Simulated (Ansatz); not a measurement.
# OF2 (oxygen difluoride): wB97M-V/STO-3G

What is the electronic atomisation energy of OF2 (oxygen difluoride) at wB97M-V/STO-3G? 

The results are computed with Ansatz 0.2.0.

43 further runs of the same task are left out: 6 that didn't finish, 37 set aside as unsound or not needed.

## Step 1: Starting point

OF2 has 3 atoms, charge 0, and is taken as a singlet. SMILES: `FOF`. Geometry: relaxed at PBE0-D4/def2-TZVP.

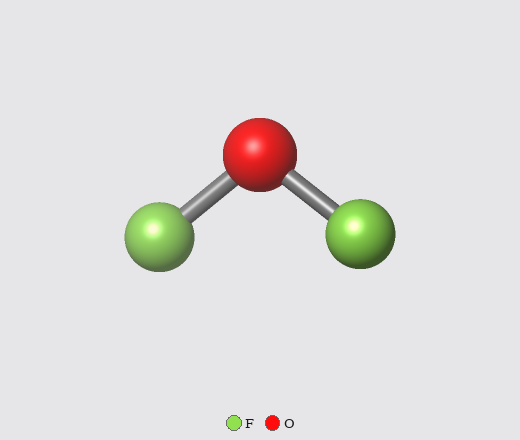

Viewed from a chosen angle; fluorine green, oxygen red.

## Step 2: A single-point energy at wB97M-V/STO-3G

run.yaml

```yaml
crystal:
  periodic: [false, false, false]
  atoms:
    - symbol: F
      position_ang: [0.953290, -0.339960, 0.488270]
    - symbol: O
      position_ang: [0.000520, 0.563910, 0.062040]
    - symbol: F
      position_ang: [-0.953810, -0.223960, -0.550310]
basis:
  gaussian:
    orbitals: STO-3G
total_charge: 0
hamiltonian:
  xc: {name: wB97M-V}
accuracy: high
```

Run with:

```console
$ ansatz run run.yaml --threads 1 --pin off --max-ram 3480MiB --events-out events.jsonl --progress --plain --runs-dir runs
```

Log:

```text
Warning: RAYON_NUM_THREADS=1 ignored (pool sized by the plan → 1); use --threads N
Functional definition: wB97M-V
  name "wB97M-V"
  parameter omega = 0.3/bohr
  parameter cx = 0.15
  parameter cx01 = 1.007
  parameter cx10 = 0.259
  parameter css00 = 0.443
  parameter css04 = -1.437
  parameter css10 = -4.535
  parameter css20 = -3.390
  parameter css43 = 4.278
  parameter cos00 = 1.000
  parameter cos10 = 1.358
  parameter cos20 = 2.924
  parameter cos21 = -8.812
  parameter cos60 = -1.390
  parameter cos61 = 9.142
  parameter b = 6.0
  parameter c = 0.01
  gx(w, u) = 1 - cx + cx01*u + cx10*w
  gss(w, u) = css00 + css04*u^4 + css10*w + css20*w^2 + css43*w^4*u^3
  gos(w, u) = cos00 + cos10*w + (cos20 + cos21*u)*w^2 + (cos60 + cos61*u)*w^6
  exchange = spin_sum(e_x_unif_sr(omega)*gx(b97_w, b97_u_x)) + cx*exact_x_sr(omega) + exact_x_lr(omega)
  correlation = spin_sum(e_c_pw_mod_same_spin*gss(b97_w, b97_u_same))
      + integral(e_c_pw_mod_opposite_spin*gos(b97_w_opposite, b97_u_opposite)) + vv10(b, c)
250 factors; integrals over basis functions are off by at most 4.6e-8 eV
105 factors; integrals over basis functions are off by at most 1.0e-9 eV
mean field evaluation 1: about -7369.1924 eV, gradient 1.9e1 eV
mean field evaluation 2: about -7369.7869 eV, gradient 1.4e1 eV
mean field evaluation 4: about -7370.3503 eV, gradient 6.8e-2 eV
mean field evaluation 8: about -7370.3425 eV, gradient 3.4e-3 eV
mean field evaluation 16: about -7370.3425 eV, gradient 6.4e-8 eV
mean field -7370.34246114 eV, -270.8550896494 hartree, gradient 6.2e-8 eV, S^2 0.000000; 0 other end points of the search recorded, 0 dependent functions left out
reference -7370.34246176 eV, -270.8550896722 hartree; 13, 13 occupied and 2, 2 virtual orbitals, 250 factors
Total energy: -7370.34246176 eV, -270.8550896722 hartree
```

It took 3.9 s on 1 thread of Intel Xeon 6975P-C (Granite Rapids), shared host; peak memory 0.22 GiB.

## Step 3: The F atom, same level

job.yaml

```yaml
crystal:
  periodic: [false, false, false]
  atoms:
    - {symbol: F, position_ang: [0.000000, 0.000000, 0.000000]}
basis:
  gaussian: {orbitals: STO-3G}
magnetization: {spin_polarized: true, initial_magnetization: 1}
hamiltonian: {xc: {name: wB97M-V}}
accuracy: high
```

Run the same way, it converges to -98.28239 Eh (log not shown).

## Step 4: The O atom

molecule.yaml

```yaml
crystal:
  periodic: [false, false, false]
  atoms:
    - {symbol: O, position_ang: [0.000000, 0.000000, 0.000000]}
basis:
  gaussian:
    orbitals: STO-3G
total_charge: 0
magnetization:
  spin_polarized: true
  initial_magnetization: 2
hamiltonian:
  xc: {name: wB97M-V}
accuracy: high
```

Run with:

```console
$ ansatz run molecule.yaml --threads 1 --pin off --max-ram 3480MiB --events-out events.jsonl --progress --plain --runs-dir runs
```

Log (excerpt; [...] marks lines left out):

```text
Warning: RAYON_NUM_THREADS=1 ignored (pool sized by the plan → 1); use --threads N
[... 2 set-up lines as earlier in the session ...]
[...]
  gx(w, u) = 1 - cx + cx01*u + cx10*w
  gss(w, u) = css00 + css04*u^4 + css10*w + css20*w^2 + css43*w^4*u^3
  gos(w, u) = cos00 + cos10*w + (cos20 + cos21*u)*w^2 + (cos60 + cos61*u)*w^6
[...]
      + integral(e_c_pw_mod_opposite_spin*gos(b97_w_opposite, b97_u_opposite)) + vv10(b, c)
15 factors; integrals over basis functions are off by at most 1.1e-9 eV
15 factors; integrals over basis functions are off by at most 4.2e-10 eV
[...]
mean field -2014.77087902 eV, -74.0414641433 hartree, gradient 0.0e0 eV, S^2 2.000000; 0 other end points of the search recorded, 0 dependent functions left out
reference -2014.77087952 eV, -74.0414641616 hartree; 5, 3 occupied and 0, 2 virtual orbitals, 15 factors
Total energy: -2014.77087952 eV, -74.0414641616 hartree
```

It took 0.55 s on 1 thread of Intel Xeon 6975P-C (Granite Rapids), shared host; peak memory 0.17 GiB.

## Step 5: Summary of results

Level: wB97M-V/STO-3G.

| quantity | value |
| --- | --- |
| molecule: total energy | -270.85509 Eh |
| F atom: total energy | -98.28239 Eh |
| F atom: ⟨S²⟩ | 0.750 |
| O atom: total energy | -74.04146 Eh |
| O atom: ⟨S²⟩ | 2.000 |
| electronic atomisation energy | 6.771 eV |

**Reading.** Taking the molecule apart into free atoms costs 6.77 eV (653 kJ/mol), before zero-point energy and without spin-orbit coupling. In a minimal basis such a difference can be off by several eV, whatever the method.
